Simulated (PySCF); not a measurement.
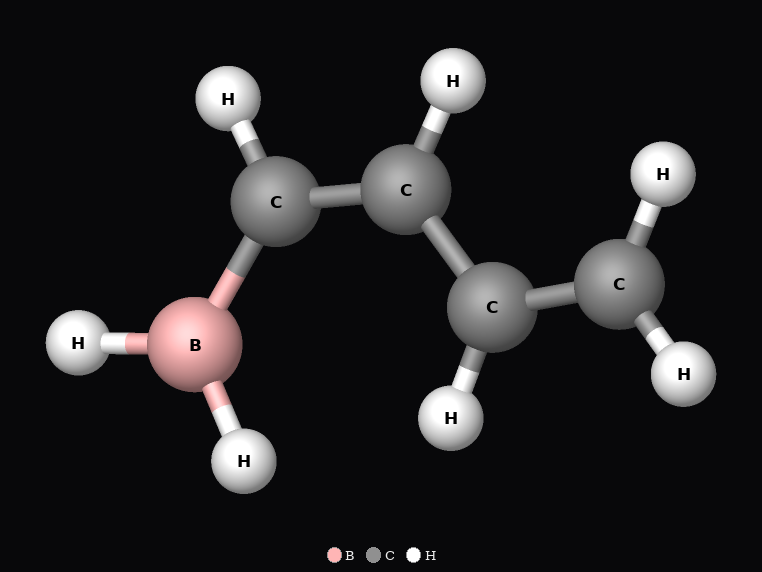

The picture shows a molecular structure as a ball-and-stick model. Every bond is drawn as one stick, whatever its order.

The computed structure is the end point of a PBE0-D3(BJ)/def2-SVP optimisation. No frequency run is at hand to confirm it as a minimum.

Describe the molecule.

The molecule is C4H7B. Its SMILES string is `B/C=C\C=C`. It has no ring. Among its groups: alkene, B–H bond. All atoms lie on one plane. Coordination: 1 B trigonal planar; 4 C trigonal planar.

The parts below concern this one geometry. Atoms keep their numbers from picture to picture.

**Electronic properties**

No frequency run is at hand to confirm it as a minimum. Properties computed with B3LYP/6-31G*, gas phase (PySCF 2.14.0).

Give the dipole moment at this level.

Answer. 1.99 D.

Estimate the LUMO energy (Kohn–Sham orbital).

Answer. −2.16 eV.

What is the HOMO energy (Kohn–Sham orbital)?

Answer. −6.74 eV.

**Quadrupole coupling**

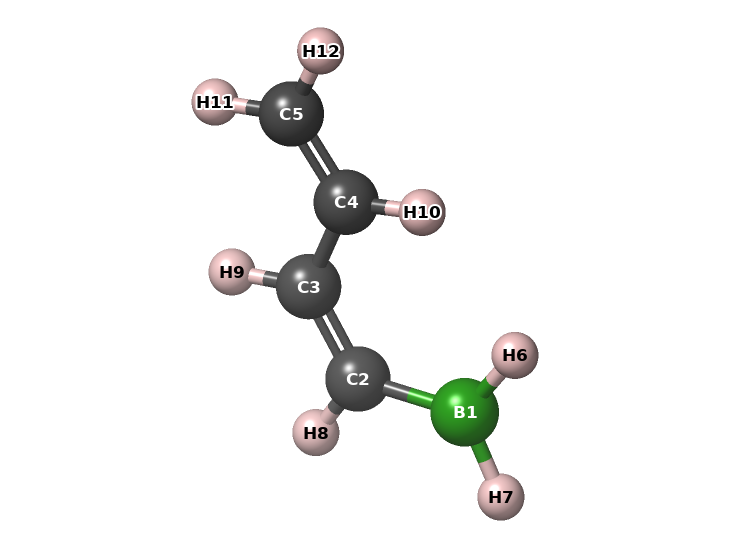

No frequency run is at hand to confirm it as a minimum. Electric field gradients from the ground-state density, B3LYP/6-31G* (PySCF 2.14.0), non-relativistic apart from any core potentials.

Give the largest field-gradient component, the quadrupole coupling constant and the asymmetry for 11B at B1 (Q = 40.59 mb), 2H at H6 (Q = 2.86 mb), 2H at H7 (Q = 2.86 mb), 2H at H8 (Q = 2.86 mb), 2H at H9 (Q = 2.86 mb).

| atom | V_zz (a.u.) | e²qQ/h (MHz) | η |
| --- | --- | --- | --- |
| B1 | 0.514 | 4.90 | 0.05 |
| H6 | 0.195 | 0.131 | 0.09 |
| H7 | 0.195 | 0.131 | 0.11 |
| H8 | 0.283 | 0.190 | 0.04 |
| H9 | 0.273 | 0.184 | 0.05 |

**Spin–spin coupling**

No frequency run is at hand to confirm it as a minimum. Method: B3LYP/6-31G* indirect spin-spin coupling, non-relativistic, gas phase (PySCF 2.14.0). Isotopes: 11B, 13C, 1H.

Give the spin–spin coupling constants of these pairs, with the number of bonds between them: B1/H6, B1/H7, B1/C2, B1/C3, B1/H8, B1/C4, B1/H9.

```
  pair  bonds apart  J (Hz)
B1, H6            1   142.5
B1, H7            1   145.9
B1, C2            1    74.5
B1, C3            2     2.8
B1, H8            2     2.3
B1, C4            3     4.7
B1, H9            3     6.3
```
